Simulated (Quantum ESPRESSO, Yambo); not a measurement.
# BN (P6_3/mmc): Bethe-Salpeter spectra with Yambo, part 3 of 5

How far does the k mesh set the exciton binding of BN (P6_3/mmc)?

Quantum ESPRESSO 7.5 and Yambo 5.3.0; PBE and many-body steps on it, plane waves. Known limits of the many-body steps: not at the basis limit; coarse k mesh; bindings not settled in the k mesh.

So far. Step 8 (Triplet (no exchange term)): The lowest triplet lies at 4.996 eV; without spin-orbit coupling triplets are dark, so no spectrum is read. Step 9 (Empty states on the mesh, 6×6×4 mesh, 16 bands): On this mesh the gap is 4.314 eV.

## (11) k mesh (6×6×4)

This step: Bethe-Salpeter equation on PBE with a scissors shift, plane waves, norm-conserving pseudopotentials.

The input, bse6.in:

```
optics
bss
bse
em1s
dipoles
rim_cut
RandQpts= 1000000
RandGvec= 1 RL
Chimod= "HARTREE"
BSKmod= "SEX"
BSEmod= "resonant"
BSSmod= "d"
BSENGexx= 20 Ry
BSENGBlk= 4 Ry
% BSEQptR
 1 | 1 |
%
% BSEBands
 5 | 10 |
%
% BEnRange
 0 | 8 | eV
%
% BDmRange
 0.1 | 0.1 | eV
%
BEnSteps= 161
% BLongDir
 1 | 0 | 0 |
%
% BndsRnXs
 1 | 16 |
%
NGsBlkXs= 4 Ry
% LongDrXs
 1 | 1 | 1 |
%
% KfnQP_E
 1.45 | 1.0 | 1.0 |
%
WRbsWF
FFTGvecs= 32 Ry
```

Started as:

```
OMP_NUM_THREADS=1 mpirun -n 4 yambo -F bse6.in -J bse6 -C bse6 > bse6.log
```

The program printed:

```text
 Yambo, version 5.3.0

 [02] CORE Variables Setup
 =========================

  [... cell, symmetries and grids as in the set-up ...]

  [02.05] Energies & Occupations
  ==============================

  [X] === General ===
  [X] Electronic Temperature                        :  0.000000  0.000000 [eV K]
  [X] Bosonic    Temperature                        :  0.000000  0.000000 [eV K]
  [X] Finite Temperature mode                       : no
  [X] El. density                                   :  0.44236E+24 [cm-3]
  [X] Fermi Level                                   :  4.698546 [eV]

  [X] === Gaps and Widths ===
  [X] Conduction Band Min                           :  4.314160 [eV]
  [X] Valence Band Max                              :  0.000000 [eV]
  [X] Filled Bands                                  :   8
  [X] Empty Bands                                   :   9  16
  [X] Direct Gap                                    :  4.669575 [eV]
  [X] Direct Gap localized at k                     :  21
  [X] Indirect Gap                                  :  4.314160 [eV]
  [X] Indirect Gap between kpts                     :  21  10
  [X] Last valence band width                       :  3.190982 [eV]
  [X] 1st conduction band width                     :  3.840426 [eV]

 [03] Transferred momenta grid and indexing
 ==========================================

 [BZ sampling] Q-grid is User defined and/or read from the database

 IBZ Q-points                                      :  24
 BZ  Q-points                                      :  144

 K/Q-points units:
 rlu = crystal or reduced units; cc = cartesian coordinates; iku = interal k-units

 Q [ 1]         [rlu]:  0.000000  0.000000  0.000000
 Q [ 2]         [rlu]:  0.000000  0.000000  0.250000
[...]
Global Gauge                                     : length
  X matrix size                                    :   51
  X band range                                     :   1  16
  X e/h energy range                               : -1.000000 -1.000000 [eV]
  X Time ordering                                  : T
  X Hxc Kernel                                     : HARTREE
  X Drude frequency                                :  0.000000  0.000000
  X poles                                          :  100.0000 [o/o]
  RL vectors in the sum                            :   761
  [r,Vnl] included                                 : yes
  Field direction                                  :  0.577350E-5  0.577350E-5  0.577350E-5
  BZ energy Double Grid                            : no
  BZ energy DbGd points                            : 0
  BZ Q point size factor                           : -1.000000
  X Optical Averaged directions                    : none

 [08] Bethe Salpeter Equation driver
 ===================================

  [08.01] Bethe Salpeter Equation @q1
  ===================================

   [08.01.01] Transition pre-analysis @q1
   ======================================

   [08.01.02] Transition Groups build-up @q1
   =========================================

   [BSK] Transition groups (total):   48
   [BSK] Size (resonant):  1152
   [BSK]         (total):  1152
   [BSK] N. of matrices :  1

   [08.01.03] Loading Dipoles @q1
   ==============================

   [08.01.04] Independent Particles properties @q1
   ===============================================

   ==========================================================

   [BSE] Exchange components :   373
   [BSE] Correlation components :    51   427

    [08.01.05.01] Screened interaction header I/O
    =============================================

    [08.01.05.02] Main kernel loop
    ==============================

    [08.01.05.03] Wave-Function Phases
    ==================================

    [BSE] WF phases found       :  54.05093 [o/o]

   [08.01.06] BSE solver(s) @q1
   ============================

   [08.01.07] Diago Solver @q1
   ===========================

 [11] Game Over & Game summary
```

Elapsed: 14 s, on 4 MPI ranks of Arm Neoverse V1, shared host; peak memory 1.2 GiB.

Numbers from this step:

```yaml
transitions_in_the_window: 1152
direct_gap_of_the_transition_levels: 6.120 eV
lowest_state: 4.961 eV
first_strong_exciton_over_a_fiftieth_of_the_strongest_listed: 4.981 eV
binding_of_the_lowest_state_below_the_direct_gap: 1.159 eV
coulomb_term_of_one_mesh_cell: 0.6326 eV
```

The binding is 1.8 times the screened Coulomb term of one mesh cell (0.63 eV), so it is not shown settled.

The lowest state lies at 4.961 eV, 1.159 eV under the direct gap.

The ε₂ has structure finer than the step of the table below, so its rows give means over 0.5 eV, whole bins alone (the curve runs from 0 to 8 eV). Peaks (eV: height): BSE 5.00: 33.5, 5.90: 25.2; no electron-hole interaction 6.25: 8.88, 7.15: 16.2.

Field along x; broadening 0.1 eV; transition window only. Limits: finite bands, cutoff and mesh; coarse k mesh; exciton not shown settled in the k mesh. Table of ε₂ by photon energy; means over each step:

| photon energy (eV) | BSE | no electron-hole interaction |
| --- | --- | --- |
| 0.5 | 0.0282 | 0.0145 |
| 1.0 | 0.0351 | 0.0169 |
| 1.5 | 0.0448 | 0.0200 |
| 2.0 | 0.0595 | 0.0240 |
| 2.5 | 0.0832 | 0.0295 |
| 3.0 | 0.125 | 0.0372 |
| 3.5 | 0.213 | 0.0485 |
| 4.0 | 0.458 | 0.0665 |
| 4.5 | 2.01 | 0.0982 |
| 5.0 | 16.6 | 0.166 |
| 5.5 | 4.49 | 0.393 |
| 6.0 | 12.2 | 3.69 |
| 6.5 | 1.75 | 4.26 |
| 7.0 | 2.21 | 7.97 |
| 7.5 | 0.752 | 7.35 |

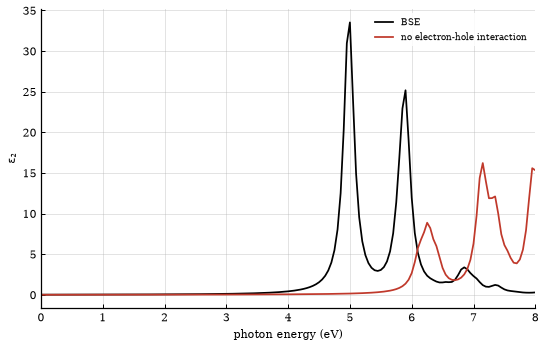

ε₂ against photon energy.

## (12) Triplet (no exchange term)

bse7.in, as its differences from bse6.in of step 11:

```diff
@@ -12,3 +12,3 @@
 BSSmod= "d"
-BSENGexx= 20 Ry
+BSENGexx= 1 RL
 BSENGBlk= 4 Ry
```

Started as:

```
OMP_NUM_THREADS=1 mpirun -n 4 yambo -F bse7.in -J bse7,bse6_W -C bse7 > bse7.log
```

The program printed:

```text
 Yambo, version 5.3.0

 [02] CORE Variables Setup
 =========================

  [... cell, symmetries and grids as in the set-up ...]

  [02.05] Energies & Occupations
  ==============================

  [X] === General ===
  [X] Electronic Temperature                        :  0.000000  0.000000 [eV K]
  [X] Bosonic    Temperature                        :  0.000000  0.000000 [eV K]
  [X] Finite Temperature mode                       : no
  [X] El. density                                   :  0.44236E+24 [cm-3]
[...]
[06] Dipoles
 ============

  [06.01] Setup: observables and procedures
  =========================================

  [WARNING] [r,Vnl^pseudo] included in position and velocity dipoles.

  [WARNING] In case H contains other non local terms, these are neglected

 [07] Static Dielectric Matrix
 =============================

    [08.01.05.02] Main kernel loop
    ==============================

    [08.01.05.03] Wave-Function Phases
    ==================================

    [BSE] WF phases found       :  54.05093 [o/o]

   [08.01.06] BSE solver(s) @q1
   ============================

   [08.01.07] Diago Solver @q1
   ===========================

 [11] Game Over & Game summary
```

Run time: 9.5 s. Hardware: 4 MPI ranks; peak memory 1.1 GiB.

The lowest triplet lies at 4.882 eV; without spin-orbit coupling triplets are dark, so no spectrum is read.

## (13) Empty states on the mesh, 9×9×4 mesh, 16 bands

This step: Quantum ESPRESSO 7.5; DFT, PBE, plane waves, norm-conserving pseudopotentials.

The input, pw.in:

```
&control
  calculation = 'nscf'
  prefix = 'x'
  outdir = 'o'
  pseudo_dir = 'pseudo'
/
&system
  ibrav = 0
  nat = 4
  ntyp = 2
  ecutwfc = 72.0
  nbnd = 16
  force_symmorphic = .true.
/
&electrons
  conv_thr = 1e-9
  electron_maxstep = 80
  diago_full_acc = .true.
  diago_thr_init = 5e-6
/
ATOMIC_SPECIES
  B 10.81 B.upf
  N 14.007 N.upf
CELL_PARAMETERS angstrom
  2.5039900000 0.0000000000 0.0000000000
  -1.2519950000 2.1685189508 0.0000000000
  0.0000000000 0.0000000000 6.6612000000
ATOMIC_POSITIONS crystal
  B 0.3333333333 0.6666666667 0.2500000000
  B 0.6666666667 0.3333333333 0.7500000000
  N 0.3333333333 0.6666666667 0.7500000000
  N 0.6666666667 0.3333333333 0.2500000000
K_POINTS automatic
  9 9 4 0 0 0
```

Started as:

```
OMP_NUM_THREADS=1 mpirun -n 4 pw.x -nk 4 -in pw.in > pw.out
```

The program printed:

```text
[banner, memory and clock lines left out]
Program PWSCF v.7.5 starts

     Atomic positions and unit cell read from directory:
     o/x.save/

     Message from routine setup:
     using ibrav=0 with symmetry is DISCOURAGED, use correct ibrav instead

     G-vector sticks info

     bravais-lattice index     =            0
     lattice parameter (alat)  =       4.7319  a.u.
     unit-cell volume          =     244.0871 (a.u.)^3
     number of atoms/cell      =            4
     number of atomic types    =            2
     number of electrons       =        16.00
[...]
k = 0.0000 0.0000 0.0940 (  2524 PWs)   bands (ev):

   -13.0403 -12.8371  -1.2409   0.2151   3.3613   3.3613   3.3867   3.3867
    10.6628  14.0820  16.3593  16.3593  16.4444  16.4444  17.1822  17.6422

          k = 0.0000 0.0000-0.1880 (  2518 PWs)   bands (ev):

   -12.9409 -12.9409  -0.5699  -0.5699   3.3741   3.3741   3.3741   3.3741
    12.3076  12.3076  16.4014  16.4014  16.4014  16.4014  17.4724  17.4724

          k = 0.0000 0.1283 0.0000 (  2523 PWs)   bands (ev):

     [... further k-points ...]

     highest occupied, lowest unoccupied level (ev):     4.6985    9.1282

     XML data file, pseudopotentials, collected wavefunctions
```

Elapsed: 3.2 s, on 4 MPI ranks; peak memory 0.2 GiB; 13 s of CPU time.

Numbers from this step:

```yaml
gap: 4.430 eV
k_of_the_valence_top: 0.3333, 0.3333, -0.5
k_of_the_conduction_bottom: 0.1111, 0.4444, 0
least_direct_gap: 4.670 eV
k_points_computed: 43
lowest_point_of_the_top_converged_band_above_the_valence_top: 12.73 eV
```

On this mesh the gap is 4.430 eV.

## (14) Conversion and set-up

This step: Yambo 5.3.0; conversion and set-up on PBE, plane waves, norm-conserving pseudopotentials.

Started as:

```
(cd o/x.save; p2y > p2y.log; mv SAVE ../..); yambo > setup.log
```

The program printed:

```text
 Yambo, version 5.3.0

 [02] CORE Variables Setup
 =========================

  [02.01] Unit cells
  ==================

  Cell kind             :  HCP
  Atoms in the cell     :  B  N
  number of B  atoms    :  2
  number of N  atoms    :  2

  List of atomic masses
  Mass of B     :  10.81000
  Mass of N     :  14.00700

  List of atomic coordinates    : [cc]
  B1       : -0.23659E-09   2.7319       3.1470      order 1
  B2       :  2.365928  1.365969  9.440883  order 2
  N1       : -0.23659E-09   2.7319       9.4409      order 3
[...]
rlu = crystal or reduced units; cc = cartesian coordinates; iku = interal k-units

 Q [ 1]         [rlu]:  0.000000  0.000000  0.000000
 Q [ 2]         [rlu]:  0.000000  0.000000  0.250000
 Q [ 3]         [rlu]:  0.000000  0.000000 -0.500000
[...]
Q [ 8]         [rlu]:  0.60328E-17  0.22222      0.25000
 Q [ 9]         [rlu]:  0.60328E-17  0.22222     -0.50000
 Q [10]         [rlu]:  0.90491E-17  0.33333       0.0000
     [... 31 further rows ...]
 Q [42]         [rlu]: -0.111111  0.444444 -0.250000
 Q [43]         [rlu]: -0.222222  0.555556 -0.250000

  [03.01] X indexes
  =================

   [03.01.01] Sigma indexes
   ========================

 [06] Game Over & Game summary
```

Wall time 2.6 s (1 MPI rank); peak memory 0.25 GiB.

## (15) k mesh (9×9×4)

This step: Bethe-Salpeter equation on PBE with a scissors shift, plane waves, norm-conserving pseudopotentials.

bse9.in, as its differences from bse7.in of step 12:

```diff
@@ -12,3 +12,3 @@
 BSSmod= "d"
-BSENGexx= 1 RL
+BSENGexx= 20 Ry
 BSENGBlk= 4 Ry
```

Started as:

```
OMP_NUM_THREADS=1 mpirun -n 4 yambo -F bse9.in -J bse9 -C bse9 > bse9.log
```

The program printed:

```text
 Yambo, version 5.3.0

 [02] CORE Variables Setup
 =========================

  [... cell, symmetries and grids as in the set-up ...]

  [02.05] Energies & Occupations
  ==============================

  [X] === General ===
  [X] Electronic Temperature                        :  0.000000  0.000000 [eV K]
  [X] Bosonic    Temperature                        :  0.000000  0.000000 [eV K]
  [X] Finite Temperature mode                       : no
  [X] El. density                                   :  0.44236E+24 [cm-3]
[...]
[08.01.04] Independent Particles properties @q1
   ===============================================

   ==========================================================

   [BSE] Exchange components :   373
   [BSE] Correlation components :    51   427

    [08.01.05.01] Screened interaction header I/O
    =============================================

    [08.01.05.02] Main kernel loop
    ==============================

    [08.01.05.03] Wave-Function Phases
    ==================================

    [BSE] WF phases found       :  65.92377 [o/o]

   [08.01.06] BSE solver(s) @q1
   ============================

   [08.01.07] Diago Solver @q1
   ===========================

 [11] Game Over & Game summary
```

The job ended after 87 s (4 MPI ranks; peak memory 1.6 GiB; 5.7 min of CPU time).

This step gave:

```
transitions in the window                                      : 2592
direct gap of the transition levels                            : 6.120 eV
lowest state                                                   : 5.144 eV
first strong exciton (over a fiftieth of the strongest listed) : 5.190 eV
binding of the lowest state below the direct gap               : 0.9751 eV
Coulomb term of one mesh cell                                  : 0.4811 eV
```

The lowest state lies at 5.144 eV, 0.975 eV under the direct gap.

## (16) Triplet (no exchange term)

bse10.in, as its differences from bse9.in of step 15:

```diff
@@ -12,3 +12,3 @@
 BSSmod= "d"
-BSENGexx= 20 Ry
+BSENGexx= 1 RL
 BSENGBlk= 4 Ry
```

Started as:

```
OMP_NUM_THREADS=1 mpirun -n 4 yambo -F bse10.in -J bse10,bse9_W -C bse10 > bse10.log
```

The program printed:

```text
 Yambo, version 5.3.0

 [02] CORE Variables Setup
 =========================

  [... cell, symmetries and grids as in the set-up ...]

  [02.05] Energies & Occupations
  ==============================

  [X] === General ===
  [X] Electronic Temperature                        :  0.000000  0.000000 [eV K]
  [X] Bosonic    Temperature                        :  0.000000  0.000000 [eV K]
  [X] Finite Temperature mode                       : no
  [X] El. density                                   :  0.44236E+24 [cm-3]
[...]
[06] Dipoles
 ============

  [06.01] Setup: observables and procedures
  =========================================

  [WARNING] [r,Vnl^pseudo] included in position and velocity dipoles.

  [WARNING] In case H contains other non local terms, these are neglected

 [07] Static Dielectric Matrix
 =============================

    [08.01.05.02] Main kernel loop
    ==============================

    [08.01.05.03] Wave-Function Phases
    ==================================

    [BSE] WF phases found       :  65.92377 [o/o]

   [08.01.06] BSE solver(s) @q1
   ============================

   [08.01.07] Diago Solver @q1
   ===========================

 [11] Game Over & Game summary
```

Wall time 78 s (4 MPI ranks); peak memory 1.5 GiB; 5.2 min of CPU time.

The lowest triplet lies at 5.049 eV; without spin-orbit coupling triplets are dark, so no spectrum is read.

## (17) Empty states on the mesh, 12×12×4 mesh, 16 bands

This step: Quantum ESPRESSO 7.5; DFT, PBE, plane waves, norm-conserving pseudopotentials.

pw.in, as its differences from that of step 13:

```diff
@@ -33,2 +33,2 @@
 K_POINTS automatic
-  9 9 4 0 0 0
+  12 12 4 0 0 0
```

Started as:

```
OMP_NUM_THREADS=1 mpirun -n 4 pw.x -nk 4 -in pw.in > pw.out
```

The program printed:

```text
[banner, memory and clock lines left out]
Program PWSCF v.7.5 starts

     Atomic positions and unit cell read from directory:
     o/x.save/

     Message from routine setup:
     using ibrav=0 with symmetry is DISCOURAGED, use correct ibrav instead

     G-vector sticks info

     bravais-lattice index     =            0
     lattice parameter (alat)  =       4.7319  a.u.
     unit-cell volume          =     244.0871 (a.u.)^3
     number of atoms/cell      =            4
     number of atomic types    =            2
     number of electrons       =        16.00
[...]
k = 0.0000 0.0000 0.0940 (  2524 PWs)   bands (ev):

   -13.0403 -12.8371  -1.2409   0.2151   3.3613   3.3613   3.3867   3.3867
    10.6628  14.0820  16.3593  16.3593  16.4444  16.4444  17.1822  17.6422

          k = 0.0000 0.0000-0.1880 (  2518 PWs)   bands (ev):

   -12.9409 -12.9409  -0.5699  -0.5699   3.3741   3.3741   3.3741   3.3741
    12.3076  12.3076  16.4014  16.4014  16.4014  16.4014  17.4724  17.4724

          k = 0.0000 0.0962 0.0000 (  2529 PWs)   bands (ev):

     [... further k-points ...]

     highest occupied, lowest unoccupied level (ev):     4.6985    9.0127

     XML data file, pseudopotentials, collected wavefunctions
```

Run time: 4.8 s. Hardware: 4 MPI ranks; peak memory 0.2 GiB; 19 s of CPU time.

This step gave:

```
gap                                                           : 4.314 eV
k of the valence top                                          : 0.3333, 0.3333, -0.5
k of the conduction bottom                                    : 0, -0.5, 0
least direct gap                                              : 4.670 eV
k points computed                                             : 69
lowest point of the top converged band, above the valence top : 12.62 eV
```

On this mesh the gap is 4.314 eV.

## (18) Conversion and set-up

This step: Yambo 5.3.0; conversion and set-up on PBE, plane waves, norm-conserving pseudopotentials.

Started as:

```
(cd o/x.save; p2y > p2y.log; mv SAVE ../..); yambo > setup.log
```

The program printed:

```text
 Yambo, version 5.3.0

 [02] CORE Variables Setup
 =========================

  [02.01] Unit cells
  ==================

  Cell kind             :  HCP
  Atoms in the cell     :  B  N
  number of B  atoms    :  2
  number of N  atoms    :  2

  List of atomic masses
  Mass of B     :  10.81000
  Mass of N     :  14.00700

  List of atomic coordinates    : [cc]
  B1       : -0.23659E-09   2.7319       3.1470      order 1
  B2       :  2.365928  1.365969  9.440883  order 2
  N1       : -0.23659E-09   2.7319       9.4409      order 3
[...]
Q [ 1]         [rlu]:  0.000000  0.000000  0.000000
 Q [ 2]         [rlu]:  0.000000  0.000000  0.250000
 Q [ 3]         [rlu]:  0.000000  0.000000 -0.500000
[...]
Q [ 8]         [rlu]:  0.45246E-17  0.16667      0.25000
 Q [ 9]         [rlu]:  0.45246E-17  0.16667     -0.50000
 Q [10]         [rlu]:  0.67868E-17  0.25000       0.0000
     [... 38 further rows ...]
 Q [49]         [rlu]:  0.250000  0.250000  0.000000
 Q [50]         [rlu]:  0.250000  0.250000  0.250000

 Remaining 19 points informations can be written running with -fatlog

  [03.01] X indexes
  =================

   [03.01.01] Sigma indexes
   ========================

 [06] Game Over & Game summary
```

Run time: 3.1 s. Hardware: 1 MPI rank; peak memory 0.26 GiB.

## (19) k mesh (12×12×4)

This step: Bethe-Salpeter equation on PBE with a scissors shift, plane waves, norm-conserving pseudopotentials.

bse12.in, as its differences from bse10.in of step 16:

```diff
@@ -12,3 +12,3 @@
 BSSmod= "d"
-BSENGexx= 1 RL
+BSENGexx= 20 Ry
 BSENGBlk= 4 Ry
@@ -18,3 +18,3 @@
 % BSEBands
- 5 | 10 |
+ 6 | 10 |
 %
```

Started as:

```
OMP_NUM_THREADS=1 mpirun -n 4 yambo -F bse12.in -J bse12 -C bse12 > bse12.log
```

The program printed:

```text
 Yambo, version 5.3.0

 [02] CORE Variables Setup
 =========================

  [... cell, symmetries and grids as in the set-up ...]

  [02.05] Energies & Occupations
  ==============================

  [X] === General ===
  [X] Electronic Temperature                        :  0.000000  0.000000 [eV K]
  [X] Bosonic    Temperature                        :  0.000000  0.000000 [eV K]
  [X] Finite Temperature mode                       : no
  [X] El. density                                   :  0.44236E+24 [cm-3]
[...]
[08.01.04] Independent Particles properties @q1
   ===============================================

   ==========================================================

   [BSE] Exchange components :   373
   [BSE] Correlation components :    51   427

    [08.01.05.01] Screened interaction header I/O
    =============================================

    [08.01.05.02] Main kernel loop
    ==============================

    [08.01.05.03] Wave-Function Phases
    ==================================

    [BSE] WF phases found       :  72.85024 [o/o]

   [08.01.06] BSE solver(s) @q1
   ============================

   [08.01.07] Diago Solver @q1
   ===========================

 [11] Game Over & Game summary
```

Elapsed: 3.3 min, on 4 MPI ranks; peak memory 2 GiB.

Numbers from this step:

- transitions in the window: 3456
- direct gap of the transition levels: 6.120 eV
- lowest state: 5.172 eV
- first strong exciton (over a fiftieth of the strongest listed): 5.222 eV
- binding of the lowest state below the direct gap: 0.9472 eV
- Coulomb term of one mesh cell: 0.3971 eV

The lowest state lies at 5.172 eV, 0.947 eV under the direct gap.

The window of bands is narrower than in the first exciton run, so this row is not like for like with it.

The program warns that the window of bands cuts a degenerate level, which breaks the symmetry of states and spectrum.

(Part 3 of 5 ends here.)

[Paths, hosts, dates, memory and timing lines, banners, echoed tables and standing remarks are left out of the program output.]

[Logs are printed without paths, hosts, clocks, repeated set-up lines and the standing remarks that a program may print on its own settings, such as how far it seeks lower states.]

[Runs of the session that timed out or met a known fault of the program may be left out.]

[Hosts, paths, dates, database ids (printed as entryN), source tags and the programs' standing remarks are cut or masked in the printed files.]
